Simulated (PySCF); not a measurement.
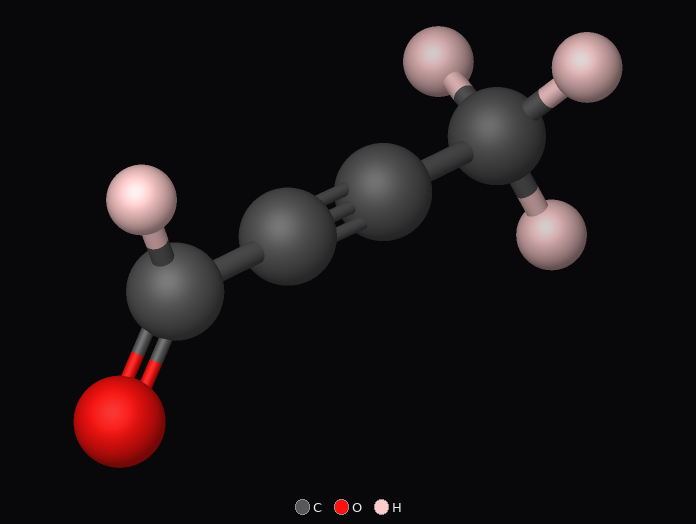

Ball-and-stick drawing of a structure. Multiple sticks mark multiple bonds (one Kekulé form).

Computed geometry: GFN2-xTB optimisation. No frequency run is at hand to confirm it as a minimum.

Describe the molecule.

The molecule is C₄H₄O. SMILES: `CC#CC=O`. It has no ring. Among its groups: aldehyde, alkyne. Coordination: 1 C tetrahedral; 2 C linear; 1 C trigonal planar.

More results for the same structure follow; atom numbers are the same in all pictures, views and colours differ.

## NMR shielding

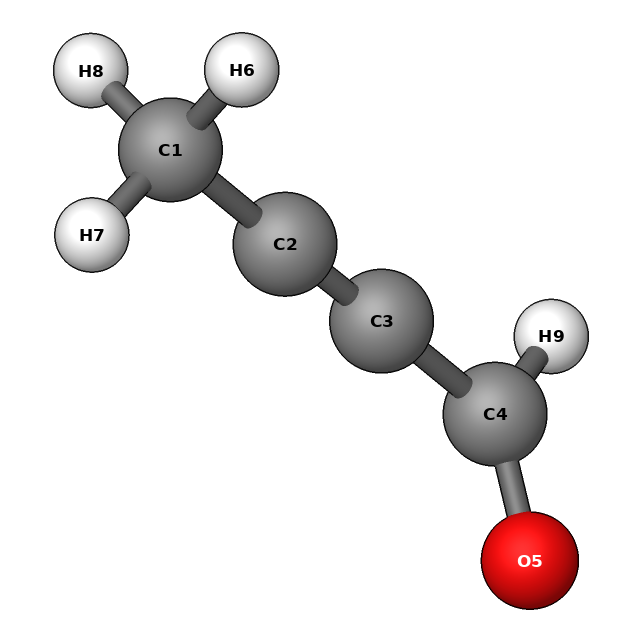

No frequency run is at hand to confirm it as a minimum. Level of theory: GIAO PBE0/pcSseg-1 NMR shielding, non-relativistic, gas phase (PySCF 2.14.0). Principal shieldings σ11 ≤ σ22 ≤ σ33, span Ω = σ33 − σ11, skew κ = 3(σiso − σ22)/Ω.

Give the shielding tensors of the O atoms.

```tsv
atom	σ11	σ22	σ33	σiso	Ω	κ
O5	−1105.1	−508.0	401.6	−403.8	1506.7	0.21
```

Shieldings and span in ppm.

## Electronic properties

No frequency run is at hand to confirm it as a minimum. Properties computed with PBE0/def2-SVPD, gas phase (PySCF 2.14.0). Excitations: vertical, linear response.

What does the calculation give?

- dipole moment: 4.16 D
- HOMO energy (Kohn–Sham orbital): −7.87 eV
- LUMO energy (Kohn–Sham orbital): −1.85 eV
- HOMO–LUMO gap: 6.02 eV
- mean static polarisability: 52.8 bohr³
- lowest vertical singlet excitation: 3.82 eV
- its oscillator strength: 0.000
- brightest of the 6 lowest singlets: 5.69 eV
- its oscillator strength: 0.19

## Charges

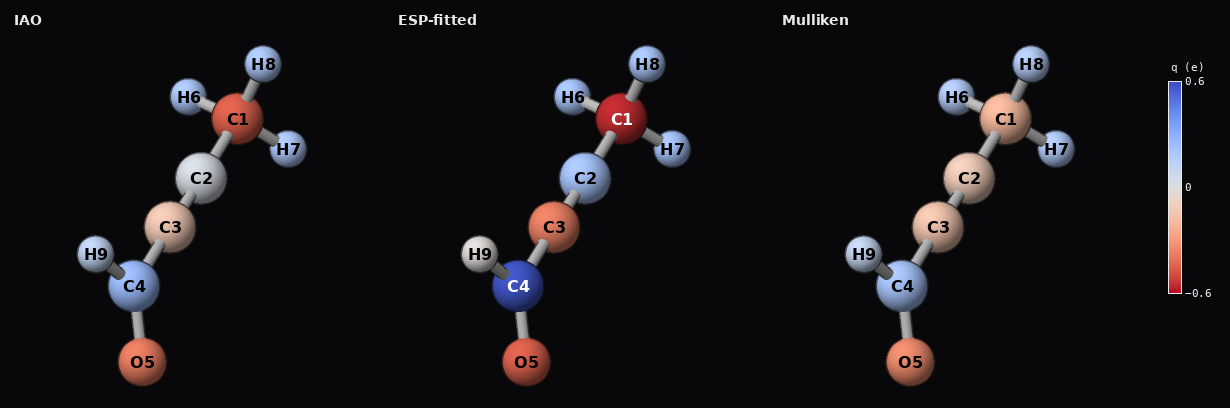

Atomic charges of one calculation by 3 schemes, on one colour scale. No frequency run is at hand to confirm it as a minimum. Computed with PBE0/pcSseg-1 (PySCF 2.14.0).

**Which scheme gives the most polar picture (largest mean size of the charges)?**

The ESP-fitted charges are the largest in size here, and the Mulliken charges the smallest.

**On which atom do the schemes disagree most?**

On C1 (from −0.55 to −0.19 e); C4 (from 0.20 to 0.57 e).

List the charges (e), one line for each set of equivalent atoms. Atoms whose distances differ by more than 0.02 Å in this geometry are listed apart.

```
atom    IAO  ESP-fitted  Mulliken
  C1  −0.44       −0.55     −0.19
  C2   0.03        0.20     −0.11
  C3  −0.12       −0.36     −0.14
  C4   0.24        0.57      0.20
  O5  −0.37       −0.44     −0.34
  H6   0.18        0.20      0.16
  H7   0.18        0.20      0.16
  H8   0.18        0.20      0.16
  H9   0.11       −0.01      0.10
```

Mulliken values depend strongly on the basis set and can even reverse the polarity of a bond.
